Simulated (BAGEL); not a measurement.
# CH6ClNSi (SMILES C[SiH](N)Cl), step by step

Aim: the energy (HF/cc-pVDZ), then the energy (NEVPT2(2,2)/cc-pVDZ), then the energy (CASPT2(2,2)/cc-pVDZ) of CH6ClNSi. 

The results are computed with BAGEL 1.2.2.

**1. Starting point**

CH6ClNSi: 10 atoms, total charge 0, spin state singlet. SMILES: `C[SiH](N)Cl`. One bond was lengthened or shortened from a relaxed shape.

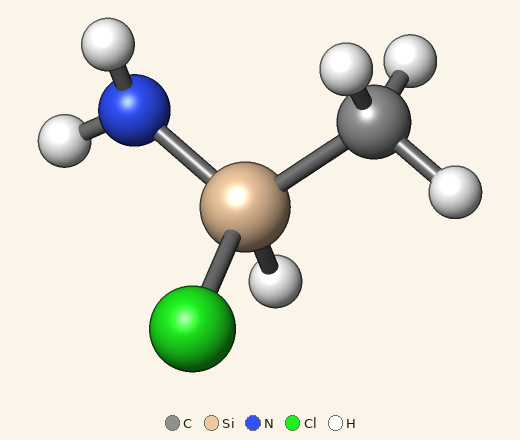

Viewed from a chosen angle; carbon grey, silicon light orange, nitrogen blue, chlorine green, hydrogen white.

**2. The energy at HF/cc-pVDZ (density fitting with svp-jkfit) (run 1)**

Contents of input.json:

```json
{ "bagel" : [

{
  "title" : "molecule",
  "basis" : "cc-pvdz.json",
  "df_basis" : "svp-jkfit",
  "angstrom" : true,
  "geometry" : [
    { "atom" : "C", "xyz" : [      -0.804944,       0.982920,      -0.319800 ] },
    { "atom" : "Si", "xyz" : [       0.063756,      -0.614980,       0.036400 ] },
    { "atom" : "N", "xyz" : [       1.320156,      -0.356580,       1.160600 ] },
    { "atom" : "Cl", "xyz" : [       0.714256,      -1.369880,      -1.791000 ] },
    { "atom" : "H", "xyz" : [      -1.720000,       0.809500,      -1.161600 ] },
    { "atom" : "H", "xyz" : [      -1.240144,       1.392320,       0.594800 ] },
    { "atom" : "H", "xyz" : [      -0.107544,       1.716920,      -0.731600 ] },
    { "atom" : "H", "xyz" : [      -0.817144,      -1.666880,       0.592400 ] },
    { "atom" : "H", "xyz" : [       1.966856,       0.405220,       1.027400 ] },
    { "atom" : "H", "xyz" : [       1.782056,      -1.146080,       1.583600 ] }
  ]
},

{
  "title" : "hf",
  "charge" : 0
},

{
  "title" : "print",
  "file" : "orbitals.molden",
  "orbitals" : true
}

]}
```

The basis set cc-pVDZ is read from a file made from the Basis Set Exchange's data (not shown).

The run is started by

```sh
BAGEL_NUM_THREADS=1 BAGEL input.json > input.out
```

The program printed:

```text
* using 1 threads per process

  ===============================================================
  ===============================================================

  *** Geometry ***

  { "atom" : "C", "xyz" : [     -1.521124,      1.857450,     -0.604334 ] },
  { "atom" : "Si", "xyz" : [      0.120481,     -1.162144,      0.068786 ] },
  { "atom" : "N", "xyz" : [      2.494733,     -0.673839,      2.193216 ] },
  { "atom" : "Cl", "xyz" : [      1.349748,     -2.588698,     -3.384499 ] },
  { "atom" : "H", "xyz" : [     -3.250329,      1.529733,     -2.195106 ] },
  { "atom" : "H", "xyz" : [     -2.343533,      2.631103,      1.124009 ] },
  { "atom" : "H", "xyz" : [     -0.203229,      3.244509,     -1.382524 ] },
  { "atom" : "H", "xyz" : [     -1.544178,     -3.149947,      1.119474 ] },
  { "atom" : "H", "xyz" : [      3.716819,      0.765755,      1.941505 ] },
  { "atom" : "H", "xyz" : [      3.367598,     -2.165777,      2.992570 ] },

  Number of auxiliary basis functions:      516

  Since a DF basis is specified, we compute 2- and 3-index integrals:
    o Being stored without compression. Storage requirement is 0.036 GB

  Number of basis functions:       94
  Number of electrons      :       50

    * METHOD: MOLECULE                             0.25

  *** RHF ***

  === Nuclear Repulsion ===
   221.4988223053

      * DIIS with orbital gradients will be used.

  === RHF iteration (cc-pvdz.json) ===
      0       -844.09626048          0.01566576           0.09
      1       -844.27597207          0.00873767           0.09
      2       -844.33021020          0.00137680           0.09
      3       -844.33199834          0.00033843           0.09
      4       -844.33211032          0.00007543           0.09
      5       -844.33211561          0.00001711           0.10
      6       -844.33211606          0.00000584           0.09
      7       -844.33211612          0.00000164           0.09
      8       -844.33211613          0.00000051           0.09
      9       -844.33211613          0.00000019           0.09
     10       -844.33211613          0.00000005           0.09
     11       -844.33211613          0.00000002           0.09
     12       -844.33211613          0.00000001           0.09
    * SCF iteration converged.

    * Permanent dipole moment:
           (   -0.206534,    -0.506569,    -0.734335) a.u.

    * METHOD: HF                                   1.40

    * METHOD: PRINT                                0.02

  ===============================================================
```

It took 1.9 s on 1 thread of Arm Neoverse V2, shared host; peak memory 0.14 GiB.

**3. The energy at NEVPT2(2,2)/cc-pVDZ (density fitting with svp-jkfit) (run 2)**

Contents of job.json:

```json
{ "bagel": [

{
  "title": "molecule",
  "basis": "cc-pvdz.json",
  "df_basis": "svp-jkfit",
  "angstrom": true,
  "geometry": [
    { "atom": "C", "xyz": [   -0.804944,    0.982920,   -0.319800 ] },
    { "atom": "Si", "xyz": [    0.063756,   -0.614980,    0.036400 ] },
    { "atom": "N", "xyz": [    1.320156,   -0.356580,    1.160600 ] },
    { "atom": "Cl", "xyz": [    0.714256,   -1.369880,   -1.791000 ] },
    { "atom": "H", "xyz": [   -1.720000,    0.809500,   -1.161600 ] },
    { "atom": "H", "xyz": [   -1.240144,    1.392320,    0.594800 ] },
    { "atom": "H", "xyz": [   -0.107544,    1.716920,   -0.731600 ] },
    { "atom": "H", "xyz": [   -0.817144,   -1.666880,    0.592400 ] },
    { "atom": "H", "xyz": [    1.966856,    0.405220,    1.027400 ] },
    { "atom": "H", "xyz": [    1.782056,   -1.146080,    1.583600 ] }
  ]
},
{
  "title": "hf"
},
{
  "title": "casscf",
  "nstate": 1,
  "nact": 2,
  "nclosed": 24,
  "active": [20, 29],
  "maxiter": 200,
  "natocc": true
},
{
  "title": "nevpt2",
  "nstate": 1,
  "nact": 2,
  "nclosed": 24,
  "active": [20, 29],
  "maxiter": 200,
  "natocc": true,
  "ncore": 12
},
{
  "title": "print",
  "file": "orbitals.molden",
  "orbitals": true
}

]}
```

The basis set cc-pVDZ is read from a file made from the Basis Set Exchange's data (not shown).

The run is started by

```sh
BAGEL_NUM_THREADS=1 BAGEL job.json > job.out
```

The program printed:

```text
* using 1 threads per process

  ===============================================================
  ===============================================================

  *** Geometry ***

  { "atom" : "C", "xyz" : [     -1.521124,      1.857450,     -0.604334 ] },
  { "atom" : "Si", "xyz" : [      0.120481,     -1.162144,      0.068786 ] },
  { "atom" : "N", "xyz" : [      2.494733,     -0.673839,      2.193216 ] },
[... 6 lines of this table left out ...]
  { "atom" : "H", "xyz" : [      3.367598,     -2.165777,      2.992570 ] },

  Number of auxiliary basis functions:      516

  Since a DF basis is specified, we compute 2- and 3-index integrals:
    o Being stored without compression. Storage requirement is 0.036 GB

  Number of basis functions:       94
  Number of electrons      :       50

    * METHOD: MOLECULE                             0.25

  *** RHF ***

  === Nuclear Repulsion ===
   221.4988223053

      * DIIS with orbital gradients will be used.

  === RHF iteration (cc-pvdz.json) ===
      0       -844.09626048          0.01566576           0.07
      1       -844.27597207          0.00873767           0.07
      2       -844.33021020          0.00137680           0.07
[... 9 lines of this table left out ...]
     12       -844.33211613          0.00000001           0.07
    * SCF iteration converged.

    * Permanent dipole moment:
           (   -0.206534,    -0.506569,    -0.734335) a.u.

    * METHOD: HF                                   1.12

  ---------------------------
      CASSCF calculation
  ---------------------------

    ==== Active orbitals : =====
         Orbital 20
         Orbital 29
    ============================

    * nstate   :      1
    * nclosed  :     24
    * nact     :      2
    * nvirt    :     68
  === CASSCF iteration (cc-pvdz.json) ===

    * Using the second-order algorithm

      0  0      -844.33229014     4.31e-05      0.02

      1  0      -844.33865679     7.02e-04      0.29
[... 15 lines of this table left out ...]
      9  0      -844.35166417     1.89e-09      0.30

    * Second-order optimization converged. *

     guess   0:   closed 1.                   open ..

  === FCI iteration ===

      0  0      -844.33177767     8.21e-02      0.00
      1  0      -844.35166007     9.21e-04      0.00
      2  0 *    -844.35166417     3.68e-16      0.00

     * ci vector, state   0, <S^2> = 0.0000
       2.     0.9927435954
       .2    -0.1202503794

    * METHOD: CASSCF                               3.45

    * freezing 12 orbitals

  === DF-NEVPT2 calculation ===

    * 3-index integral transformation done
    * assembly done

      NEVPT2 correlation energy:   -0.5325245712      0.21

          (+0)     -0.4777986081
          (+0)'    -0.0156068387
          (+1)     -0.0042948936
          (+1)'    -0.0000000000
          (+2)     -0.0002585518
          (-1)     -0.0261334013
          (-1)'     0.0000000000
          (-2)     -0.0084322777

      NEVPT2 total energy:       -844.8841887429

    * METHOD: NEVPT2                               0.34

    * METHOD: PRINT                                0.02

  ===============================================================
```

It took 5.7 s on 1 thread of Arm Neoverse V2, shared host; peak memory 0.14 GiB.

**4. A single-point energy at CASPT2(2,2)/cc-pVDZ (density fitting with svp-jkfit) (run 3)**

Contents of input.json:

```json
{ "bagel" : [

{
  "title" : "molecule",
  "basis" : "cc-pvdz.json",
  "df_basis" : "svp-jkfit",
  "angstrom" : "true",
  "geometry" : [
    { "atom" : "C", "xyz" : [   -0.804944,    0.982920,   -0.319800 ] },
    { "atom" : "Si", "xyz" : [    0.063756,   -0.614980,    0.036400 ] },
    { "atom" : "N", "xyz" : [    1.320156,   -0.356580,    1.160600 ] },
    { "atom" : "Cl", "xyz" : [    0.714256,   -1.369880,   -1.791000 ] },
    { "atom" : "H", "xyz" : [   -1.720000,    0.809500,   -1.161600 ] },
    { "atom" : "H", "xyz" : [   -1.240144,    1.392320,    0.594800 ] },
    { "atom" : "H", "xyz" : [   -0.107544,    1.716920,   -0.731600 ] },
    { "atom" : "H", "xyz" : [   -0.817144,   -1.666880,    0.592400 ] },
    { "atom" : "H", "xyz" : [    1.966856,    0.405220,    1.027400 ] },
    { "atom" : "H", "xyz" : [    1.782056,   -1.146080,    1.583600 ] }
  ]
},
{ "title" : "hf" },
{ "title" : "casscf", "nstate" : 1, "nact" : 2, "nclosed" : 24, "active" : [20, 29], "maxiter" : 200, "natocc" : "true" },
{ "title" : "print", "file" : "orbitals.molden", "orbitals" : "true" },
{ "title" : "smith", "method" : "caspt2", "ms" : "true", "xms" : "true", "sssr" : "true", "shift" : 0.2, "shift_imag" : "true", "ncore" : 12 }

]}
```

The basis set cc-pVDZ is read from a file made from the Basis Set Exchange's data (not shown).

The run is started by

```sh
BAGEL_NUM_THREADS=1 BAGEL input.json > input.out
```

The program printed:

```text
* using 1 threads per process

  ===============================================================
  ===============================================================

  *** Geometry ***

  { "atom" : "C", "xyz" : [     -1.521124,      1.857450,     -0.604334 ] },
  { "atom" : "Si", "xyz" : [      0.120481,     -1.162144,      0.068786 ] },
  { "atom" : "N", "xyz" : [      2.494733,     -0.673839,      2.193216 ] },
[... 6 lines of this table left out ...]
  { "atom" : "H", "xyz" : [      3.367598,     -2.165777,      2.992570 ] },

  Number of auxiliary basis functions:      516

  Since a DF basis is specified, we compute 2- and 3-index integrals:
    o Being stored without compression. Storage requirement is 0.036 GB

  Number of basis functions:       94
  Number of electrons      :       50

    * METHOD: MOLECULE                             0.25

  *** RHF ***

  === Nuclear Repulsion ===
   221.4988223053

      * DIIS with orbital gradients will be used.

[... 6 lines left out ...]
    * SCF iteration converged.
[... 1 line left out ...]
    * Permanent dipole moment:
[... 27 lines left out ...]
    * Second-order optimization converged. *
[... 9 lines left out ...]
     * ci vector, state   0, <S^2> = 0.0000
[... 16 lines left out ...]
    * Zeroth order energy : state  0       -1.0781304656
[... 3 lines left out ...]
      -------------------------------------------  CASPT2 iteration  ---------------------------------------------------
       #      aibj      arbs      arbi      airj      risj      airs      arst      rist         Etot      error   time
      ------------------------------------------------------------------------------------------------------------------

       0  -0.47609  -0.01014  -0.02676  -0.00473  -0.00037  -0.01357  -0.00000  -0.00000   -0.5316529  0.0013560   0.09
       1  -0.47629  -0.01020  -0.02687  -0.00485  -0.00040  -0.01395  -0.00000  -0.00000   -0.5325512  0.0002474   0.08
       2  -0.47630  -0.01020  -0.02686  -0.00485  -0.00040  -0.01396  -0.00000  -0.00000   -0.5325872  0.0000506   0.08
       3  -0.47630  -0.01020  -0.02687  -0.00485  -0.00040  -0.01397  -0.00000  -0.00000   -0.5325884  0.0000110   0.09
       4  -0.47630  -0.01020  -0.02687  -0.00485  -0.00040  -0.01397  -0.00000  -0.00000   -0.5325884  0.0000022   0.09
       5  -0.47630  -0.01020  -0.02687  -0.00485  -0.00040  -0.01397  -0.00000  -0.00000   -0.5325884  0.0000004   0.09

      ------------------------------------------------------------------------------------------------------------------

    * CASPT2 energy : state  0     -844.8871726838
        w/o shift correction       -844.8842526087
        reference weight              0.8423377921

    * METHOD: SMITH                                0.76

  ===============================================================
```

It took 6 s on 1 thread of Arm Neoverse V2, shared host; peak memory 0.24 GiB.

**5. Results**

| quantity | value |
| --- | --- |
| run 1, HF/cc-pVDZ: total energy | -844.33212 Eh |
| run 1, HF/cc-pVDZ: dipole moment | 2.33 D |
| run 1, HF/cc-pVDZ: HOMO energy | -11.24 eV |
| run 1, HF/cc-pVDZ: LUMO energy | 4.44 eV |
| run 1, HF/cc-pVDZ: HOMO–LUMO gap | 15.68 eV |
| run 2, NEVPT2(2,2)/cc-pVDZ: total energy | -844.88419 Eh |
| run 3, CASPT2(2,2)/cc-pVDZ: total energy | -844.88717 Eh |
